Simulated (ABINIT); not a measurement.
# SnSe (F-43m): from the cell to the phonon bands, part 3 of 3

How does SnSe (F-43m) vibrate, and is this structure a minimum?

ABINIT 10.8.3; DFT LDA, scalar-relativistic, plane waves, HGH norm-conserving pseudopotentials.

So far. Step 6 (Linear response at Γ): The acoustic modes at Γ come out as far as 2.7 cm⁻¹ from zero, where they should vanish, a small numerical error. Step 7 (Modes with the sum rule): The rule moves no optical mode by more than 0.1 cm⁻¹. The relaxed cell has a = 6.550 Å (conventional setting).

The structure was built from a prototype and need not be the compound's stable phase.

## (9) Dispersion

anaddb transforms the dynamical matrices to force constants and back along the path; points of the mesh come back as solved, but for the sum rule and, in polar crystals, the LO-TO term at Γ; the rest is interpolation.

File anaddb.abi:

```
ddb_filepath "all_DDB"
output_file "anaddb.abo"
outdata_prefix "anaddb"
ifcflag 1
ngqpt 2 2 2
nqshft 1
q1shft 0.0 0.0 0.0
asr 1
chneut 0
dipdip 0
dipquad 0
quadquad 0
enunit 0
eivec 0
nph1l 62
qph1l 
    0.0 0.0 0.0 1.0
    -0.05 -0.05 0.0 1.0
    -0.1 -0.1 0.0 1.0
    -0.15 -0.15 0.0 1.0
    -0.2 -0.2 0.0 1.0
    -0.25 -0.25 0.0 1.0
    -0.3 -0.3 0.0 1.0
    -0.35 -0.35 0.0 1.0
    -0.4 -0.4 0.0 1.0
    -0.45 -0.45 0.0 1.0
    -0.5 -0.5 0.0 1.0
    -0.4875 -0.4875 0.025 1.0
    -0.475 -0.475 0.05 1.0
    -0.4625 -0.4625 0.075 1.0
    -0.45 -0.45 0.1 1.0
    -0.4375 -0.4375 0.125 1.0
    -0.425 -0.425 0.15 1.0
    -0.4125 -0.4125 0.175 1.0
    -0.4 -0.4 0.2 1.0
    -0.3875 -0.3875 0.225 1.0
    -0.375 -0.375 0.25 1.0
    -0.375 0.0 0.375 1.0
    -0.3375 0.0 0.3375 1.0
    -0.3 0.0 0.3 1.0
    -0.2625 0.0 0.2625 1.0
    -0.225 0.0 0.225 1.0
    -0.1875 0.0 0.1875 1.0
    -0.15 0.0 0.15 1.0
    -0.1125 0.0 0.1125 1.0
    -0.075 0.0 0.075 1.0
    -0.0375 0.0 0.0375 1.0
    0.0 0.0 0.0 1.0
    0.0 0.0 0.05 1.0
    0.0 0.0 0.1 1.0
    0.0 0.0 0.15 1.0
    0.0 0.0 0.2 1.0
    0.0 0.0 0.25 1.0
    0.0 0.0 0.3 1.0
    0.0 0.0 0.35 1.0
    0.0 0.0 0.4 1.0
    0.0 0.0 0.45 1.0
    0.0 0.0 0.5 1.0
    -0.05 -0.025 0.475 1.0
    -0.1 -0.05 0.45 1.0
    -0.15 -0.075 0.425 1.0
    -0.2 -0.1 0.4 1.0
    -0.25 -0.125 0.375 1.0
    -0.3 -0.15 0.35 1.0
    -0.35 -0.175 0.325 1.0
    -0.4 -0.2 0.3 1.0
    -0.45 -0.225 0.275 1.0
    -0.5 -0.25 0.25 1.0
    -0.5 -0.275 0.225 1.0
    -0.5 -0.3 0.2 1.0
    -0.5 -0.325 0.175 1.0
    -0.5 -0.35 0.15 1.0
    -0.5 -0.375 0.125 1.0
    -0.5 -0.4 0.1 1.0
    -0.5 -0.425 0.075 1.0
    -0.5 -0.45 0.05 1.0
    -0.5 -0.475 0.025 1.0
    -0.5 -0.5 0.0 1.0
```

File mrgddb.in:

```
all_DDB
merged
3
dfpt_gammao_DDB
dfpt_qo_DS1_DDB
dfpt_qo_DS2_DDB
```

Launch:

```sh
mrgddb < mrgddb.in > mrgddb.log
OMP_NUM_THREADS=1 anaddb anaddb.abi > anaddb.log
```

anaddb.abo, the main output file:

```text
[banners, grids, parts of the stress and lines that vanish by symmetry left out]
-outvars_anaddb: echo values of input variables ----------------------

 Flags :
[...]
Phonon wavevector (reduced coordinates) :  0.00000  0.00000  0.00000
 Phonon energies in Hartree :
[...]
Phonon frequencies in cm-1    :
-  0.000000E+00  0.000000E+00  0.000000E+00  1.246506E+02  1.246506E+02
-  1.246506E+02
[...]
Phonon wavevector (reduced coordinates) : -0.05000 -0.05000  0.00000
 Phonon energies in Hartree :
[...]
Phonon frequencies in cm-1    :
- -2.340293E+00 -2.340293E+00  1.419554E+01  1.240417E+02  1.240417E+02
-  1.245329E+02
[...]
Phonon wavevector (reduced coordinates) : -0.10000 -0.10000  0.00000
 Phonon energies in Hartree :
[...]
Phonon frequencies in cm-1    :
- -5.526770E+00 -5.526770E+00  2.789368E+01  1.221893E+02  1.221893E+02
-  1.241200E+02
[...]
Phonon wavevector (reduced coordinates) : -0.15000 -0.15000  0.00000
 Phonon energies in Hartree :
[...]
Phonon frequencies in cm-1    :
- -9.898108E+00 -9.898108E+00  4.066049E+01  1.190444E+02  1.190444E+02
-  1.232557E+02
[...]
Phonon wavevector (reduced coordinates) : -0.20000 -0.20000  0.00000
 Phonon energies in Hartree :
[...]
Phonon frequencies in cm-1    :
- -1.535934E+01 -1.535934E+01  5.218035E+01  1.146108E+02  1.146108E+02
-  1.217497E+02
  Phonon wavevector (reduced coordinates) : -0.25000 -0.25000  0.00000
 Phonon energies in Hartree :
[...]
Phonon frequencies in cm-1    :
- -2.157531E+01 -2.157531E+01  6.229345E+01  1.090448E+02  1.090448E+02
-  1.194514E+02
  Phonon wavevector (reduced coordinates) : -0.30000 -0.30000  0.00000
 Phonon energies in Hartree :
[...]
Phonon frequencies in cm-1    :
- -2.806337E+01 -2.806337E+01  7.100792E+01  1.027437E+02  1.027437E+02
-  1.163108E+02
  Phonon wavevector (reduced coordinates) : -0.35000 -0.35000  0.00000
 Phonon energies in Hartree :
[...]
Phonon frequencies in cm-1    :
- -3.422631E+01 -3.422631E+01  7.847790E+01  9.638210E+01  9.638210E+01
-  1.124068E+02
  Phonon wavevector (reduced coordinates) : -0.40000 -0.40000  0.00000
 Phonon energies in Hartree :
[...]
Phonon frequencies in cm-1    :
- -3.937984E+01 -3.937984E+01  8.493329E+01  9.084817E+01  9.084817E+01
-  1.079466E+02
  Phonon wavevector (reduced coordinates) : -0.45000 -0.45000  0.00000
 Phonon energies in Hartree :
[...]
Phonon frequencies in cm-1    :
- -4.283364E+01 -4.283364E+01  8.705952E+01  8.705952E+01  9.047980E+01
-  1.033277E+02
  Phonon wavevector (reduced coordinates) : -0.50000 -0.50000  0.00000
 Phonon energies in Hartree :
[...]
Phonon frequencies in cm-1    :
- -4.405280E+01 -4.405280E+01  8.571043E+01  8.571043E+01  9.368286E+01
-  1.003833E+02
  Phonon wavevector (reduced coordinates) : -0.48750 -0.48750  0.02500
 Phonon energies in Hartree :
[...]
Phonon frequencies in cm-1    :
- -4.393253E+01 -4.386401E+01  8.541862E+01  8.578800E+01  9.389085E+01
-  1.004117E+02
  Phonon wavevector (reduced coordinates) : -0.47500 -0.47500  0.05000
 Phonon energies in Hartree :
[...]
Phonon frequencies in cm-1    :
- -4.357495E+01 -4.329651E+01  8.462704E+01  8.602118E+01  9.441044E+01
-  1.005179E+02
  Phonon wavevector (reduced coordinates) : -0.46250 -0.46250  0.07500
 Phonon energies in Hartree :
[...]
Phonon frequencies in cm-1    :
- -4.298969E+01 -4.234673E+01  8.349168E+01  8.641129E+01  9.502619E+01
-  1.007630E+02
[...]
Phonon wavevector (reduced coordinates) : -0.05000 -0.02500  0.47500
 Phonon energies in Hartree :
[...]
Phonon frequencies in cm-1    :
- -2.136389E+01 -1.976237E+01  5.987720E+01  1.136423E+02  1.144558E+02
-  1.161349E+02
  Phonon wavevector (reduced coordinates) : -0.10000 -0.05000  0.45000
 Phonon energies in Hartree :
[...]
Phonon frequencies in cm-1    :
- -2.222764E+01 -1.541956E+01  5.946489E+01  1.114750E+02  1.130342E+02
-  1.162989E+02
  Phonon wavevector (reduced coordinates) : -0.15000 -0.07500  0.42500
 Phonon energies in Hartree :
[...]
Phonon frequencies in cm-1    :
- -2.379679E+01 -4.104651E+00  5.905010E+01  1.087648E+02  1.108522E+02
-  1.158002E+02
  Phonon wavevector (reduced coordinates) : -0.20000 -0.10000  0.40000
 Phonon energies in Hartree :
[...]
Phonon frequencies in cm-1    :
- -2.618838E+01  1.493792E+01  5.905148E+01  1.056586E+02  1.081813E+02
-  1.146824E+02
  Phonon wavevector (reduced coordinates) : -0.25000 -0.12500  0.37500
 Phonon energies in Hartree :
[...]
Phonon frequencies in cm-1    :
- -2.940022E+01  2.066238E+01  5.992820E+01  1.023329E+02  1.053786E+02
-  1.130224E+02
  Phonon wavevector (reduced coordinates) : -0.30000 -0.15000  0.35000
 Phonon energies in Hartree :
[...]
Phonon frequencies in cm-1    :
- -3.318204E+01  2.368962E+01  6.183685E+01  9.899152E+01  1.028503E+02
-  1.109257E+02
[...]
Phonon wavevector (reduced coordinates) : -0.50000 -0.47500  0.02500
 Phonon energies in Hartree :
[...]
Phonon frequencies in cm-1    :
- -4.403342E+01 -4.345286E+01  8.517291E+01  8.583063E+01  9.409004E+01
-  1.004360E+02
  Phonon wavevector (reduced coordinates) : -0.50000 -0.50000  0.00000
 Phonon energies in Hartree :
[...]
Phonon frequencies in cm-1    :
- -4.405280E+01 -4.405280E+01  8.571043E+01  8.571043E+01  9.368286E+01
-  1.003833E+02
-
```

It took 0.7 s on 1 thread of Intel Xeon at 2.70GHz, shared host.

Read from the output:

* lowest frequency on the path: -44.05 cm⁻¹

Anaddb. Phonon branches along the path, in cm⁻¹:

| point | branch 1 | branch 2 | branch 3 | branch 4 | branch 5 | branch 6 |
| --- | --- | --- | --- | --- | --- | --- |
| Γ | 0 | 0 | 0 | 125 | 125 | 125 |
| X | -44 | -44 | 86 | 86 | 94 | 100 |
| U | -34 | -24 | 71 | 94 | 96 | 108 |
| jump to K | -34 | -24 | 71 | 94 | 96 | 108 |
| Γ | 0 | 0 | 0 | 125 | 125 | 125 |
| L | -21 | -21 | 60 | 115 | 115 | 116 |
| W | -43 | 26 | 70 | 91 | 101 | 102 |
| X | -44 | -44 | 86 | 86 | 94 | 100 |

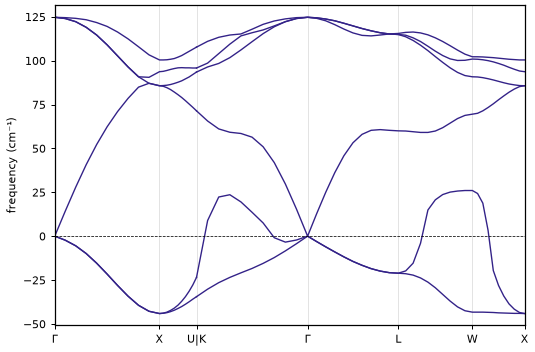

Phonon branches along the path.

The path dips to 44i cm⁻¹.

## (10) Sums over the zone

Sums over the zone need many more wavevectors than were solved, so the interpolation is sampled on a dense mesh.

File anaddb.abi:

```
ddb_filepath "all_DDB"
output_file "anaddb.abo"
outdata_prefix "anaddb"
ifcflag 1
ngqpt 2 2 2
nqshft 1
q1shft 0.0 0.0 0.0
asr 1
chneut 0
dipdip 0
dipquad 0
quadquad 0
prtdos 2
ng2qpt 12 12 12
dosdeltae 4.5563e-06
ntemper 11
temperinc 100.0
tempermin 0.0
```

Launch:

```sh
OMP_NUM_THREADS=1 anaddb anaddb.abi > anaddb.log
```

anaddb.abo, the main output file:

```text
-outvars_anaddb: echo values of input variables ----------------------

 Flags :
     ifcflag         1
 Miscellaneous information :
         asr         1
      chneut         0
 Interatomic Force Constants Inputs :
      dipdip         0
     dipquad         0
    quadquad         0
      ifcana         0
      ifcout         0
 Description of grid 1 :
        brav         1
       ngqpt         2         2         2
      nqshft         1
      q1shft
                     0.00000000E+00  0.00000000E+00  0.00000000E+00
 Phonon DOS information :
   dosdeltae  4.55630000E-06
    dossmear  4.55633525E-06
 Description of grid 2 (Fourier interp. or BZ sampling):
      ng2qpt        12        12        12
      ngrids         4
      q2shft         0.00000000E+00  0.00000000E+00  0.00000000E+00

================================================================================

 read the DDB information and perform some checks

  ==== Info on the Cryst% object ====
 Real(R)+Recip(G) space primitive vectors, cartesian coordinates (Bohr,Bohr^-1):
 R(1)=  0.0000000  6.1887831  6.1887831  G(1)= -0.0807913  0.0807913  0.0807913
 R(2)=  6.1887831  0.0000000  6.1887831  G(2)=  0.0807913 -0.0807913  0.0807913
 R(3)=  6.1887831  6.1887831  0.0000000  G(3)=  0.0807913  0.0807913 -0.0807913
 Unit cell volume ucvol=  4.7407362E+02 bohr^3
 Angles (23,13,12)=  6.00000000E+01  6.00000000E+01  6.00000000E+01 degrees
 Time-reversal symmetry is present
 Reduced atomic positions [iatom, xred, symbol]:
    1)    0.0000000  0.0000000  0.0000000  Sn
    2)    0.2500000  0.2500000  0.2500000  Se

 DDB file with 3 blocks has been read.

================================================================================

 Calculation of the interatomic forces

       Homogeneous q point set in the B.Z.
 Grid q points  :        8
  1)   0.00000000E+00  0.00000000E+00  0.00000000E+00
  2)   5.00000000E-01  0.00000000E+00  0.00000000E+00
  3)   0.00000000E+00  5.00000000E-01  0.00000000E+00
  4)   5.00000000E-01  5.00000000E-01  0.00000000E+00
  5)   0.00000000E+00  0.00000000E+00  5.00000000E-01
  6)   5.00000000E-01  0.00000000E+00  5.00000000E-01
  7)   0.00000000E+00  5.00000000E-01  5.00000000E-01
  8)   5.00000000E-01  5.00000000E-01  5.00000000E-01

 The interatomic forces have been obtained

================================================================================

 Calculation of phonon density of states

 Average speed of sound partial sums:     0.2349680911E-03 (at units)
-                                   =           0.5140 [km/s]

 Debye frequency from partial sums:     0.1174565614E-03 (Ha)
-                                 =     0.7728270485E+00 (THz)
-Debye temperature from partial sums:     0.3708984859E+02 (K)

 Average speed of sound:     0.6390860348E-04 (at units)
-                      =           0.1398 [km/s]

 Debye frequency from DOS:     0.3194682638E-04 (Ha)
-                        =     0.2102000198E+00 (THz)
-Debye temperature from DOS:     0.1008800989E+02 (K)

-
```

The job ended after 0.78 s (1 thread).

This step gave:

```
share of modes beyond 3i cm⁻¹ on the dense interpolated mesh : 0.2533
```

The phonon density of states has structure finer than the step of the table below, so its rows give means over 10 cm⁻¹, whole bins alone (the curve runs from -74.0 to 155 cm⁻¹). Peaks (cm⁻¹: height): -22.1: 0.0573, 60.0: 0.218, 116.0: 0.164.

Tetrahedra. The phonon density of states by wavenumber; means over each step:

| wavenumber (cm⁻¹) | phonon density of states (1/cm⁻¹/cell) |
| --- | --- |
| -50 | 0 |
| -40 | 0.0254 |
| -30 | 0.0439 |
| -20 | 0.0451 |
| -10 | 0.0334 |
| 0 | 0.0167 |
| 10 | 0.0169 |
| 20 | 0.0185 |
| 30 | 0.00117 |
| 40 | 0.00254 |
| 50 | 0.00640 |
| 60 | 0.0567 |
| 70 | 0.0276 |
| 80 | 0.00769 |
| 90 | 0.0213 |
| 100 | 0.0855 |
| 110 | 0.133 |
| 120 | 0.0611 |
| 130 | 0 |

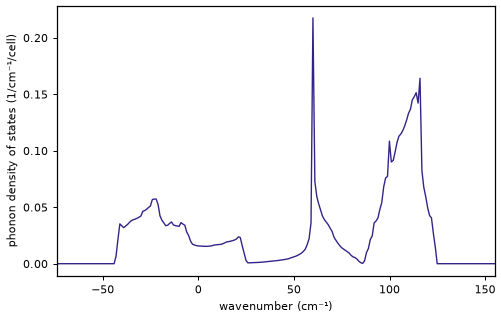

Phonon density of states, plotted against wavenumber.

## (11) What came out

```yaml
space_group_after_relaxation: F-43m
volume_per_atom: 35.1 Å³
highest_optical_zone_centre_mode_no_lo_to_term: 124.7 cm⁻¹
q_mesh: 2×2×2
lowest_mode_on_the_q_mesh_acoustic_ones_at_the_zone_centre_apart: -43.9 cm⁻¹
imaginary_modes_on_the_q_mesh: yes
```

SnSe (F-43m) is unstable: a mode solved on the 2×2×2 mesh is imaginary, 44i cm⁻¹; its spectrum reaches 125 cm⁻¹. At the LDA level the optical modes of SnSe (F-43m) at the zone centre lie at 125 cm⁻¹. The base run prints -0.59 GPa, mostly the error of a finite basis; the relaxation, with a smoothed and higher cutoff, had brought the cell to rest. The most unstable solved mode lies at q = (0.5, 0.5, 0), on the zone boundary, so the distortion that it points to doubles the cell. These are harmonic frequencies: anharmonic shifts and widths and the lattice's thermal expansion are left out. The Fermi-Dirac smearing of 0.01 Ha is an electronic temperature of 3158 K, which adds a pressure of its own and can shift the volume and soft modes. The HGH files keep few electrons and have no core correction, which is cheap but rough for Sn. In a metal the frequencies hang on the k mesh and the smearing, most of all near Kohn anomalies. The structure is a hypothetical one, built on a prototype.

[Host names and launcher messages were left out of these logs when they were recorded.]

[Logs are printed without paths, hosts, clocks, repeated set-up lines and the standing remarks that a program may print on its own settings, such as how far it seeks lower states.]

[Hosts, paths, dates, database ids (printed as entryN), source tags and the programs' standing remarks are cut or masked in the printed files.]
